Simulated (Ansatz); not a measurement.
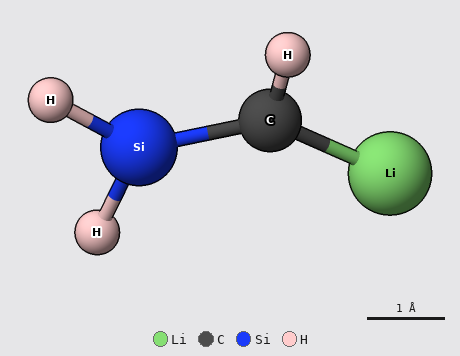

This is the input geometry for a relaxation of CH$_{3}$LiSi. Style: ball-and-stick. Shown from a free direction.

The run prepares an end point of a later path (hydrogen shift) calculation, from a guessed geometry.

Theory: UKS B3LYP/def2-SVPD (Ansatz).

Input
```yaml
crystal:
  periodic: [false, false, false]
  atoms:
    - { symbol: Li, position_ang: [-1.86697, -1.16927, -1.2993] }
    - { symbol: C, position_ang: [-0.56062, -0.66712, -0.03375] }
    - { symbol: Si, position_ang: [0.60992, 0.61508, 0.16048] }
    - { symbol: H, position_ang: [-0.53181, -1.37365, 0.81039] }
    - { symbol: H, position_ang: [0.75337, 1.68072, -0.85013] }
    - { symbol: H, position_ang: [1.59612, 0.91423, 1.21231] }
magnetization:
  spin_polarized: true
basis:
  gaussian: { orbitals: def2-SVPD }
hamiltonian:
  xc: b3lyp
relax:
  f_tol: 0.02
  max_steps: 50
```

Run as
```bash
ansatz run input.yaml --threads 2 --pin off --max-ram 3072MiB --backend cpu --events-out ev --progress --plain --runs-dir out
```

Predict the outcome.

The atom that moves furthest after the best rigid fit is Li1 (0.39 Å). Largest moves by element: Li 0.39 Å, H 0.23 Å, C 0.16 Å, Si 0.08 Å. Near-neighbour distances that change, for instance: C2–Si3 1.747 → 1.718 Å, Li1–C2 1.887 → 1.915 Å, Si3–H6 1.473 → 1.499 Å, Si3–H5 1.476 → 1.496 Å. Bond angles that change, for instance: Li1–C2–Si3 137.2° → 116.5°, Li1–C2–H4 111.2° → 128.9°, Si3–C2–H4 111.6° → 114.6°. The energy falls by 0.086 eV in 7 accepted moves (8 points after the start). Largest force component: 0.93 eV/Å at the start, 0.013 eV/Å at the end. The line search rejected the trial step at point 4 of the run.

Step by step:

```
step  E − E(0), eV  largest force component, eV/Å      note
   0        0.0000                         0.9261          
   1       -0.0549                         0.3721          
   2       -0.0719                         0.1721          
   3       -0.0782                         0.1219          
   4       -0.0731                         0.1745  rejected
   5       -0.0833                         0.0417          
   6       -0.0834                         0.1235          
   7       -0.0857                         0.0338          
   8       -0.0858                         0.0132
```

Final geometry:

```xyz
6

Li   -1.6973   -0.8482   -1.4277
C    -0.5437   -0.7606    0.0978
Si    0.5575    0.5570    0.1509
H    -0.4835   -1.4429    0.9594
H     0.5816    1.5636   -0.9558
H     1.5852    0.9311    1.1755
```

After the run, drawn alike:

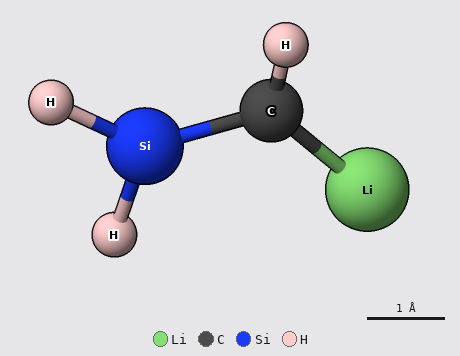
